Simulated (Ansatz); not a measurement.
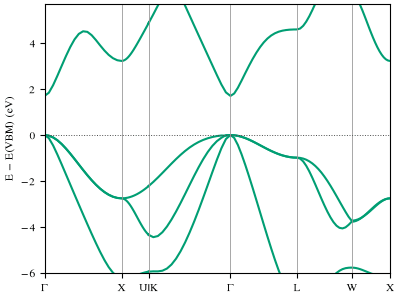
Figure. Band structure from DFT-PBEsol in the program Ansatz with PAW potentials

Read off the gap and where the band edges lie.

About 1.7 eV (1.70 eV by a search for the band edges); maximum at Γ, minimum at Γ.

Pick the material that matches.
(A) GaN, zinc blende
(B) CuCl, zinc blende
(C) BN, rock salt
(D) TeO2, fluorite

A, GaN, zinc blende

Space group F-43m (zinc blende). The cell was relaxed with PBEsol under the symmetry of its start. Scalar-relativistic: spin–orbit coupling is off unless named, which matters more the heavier the elements.

Potentials: the later of the program's two PAW sets.
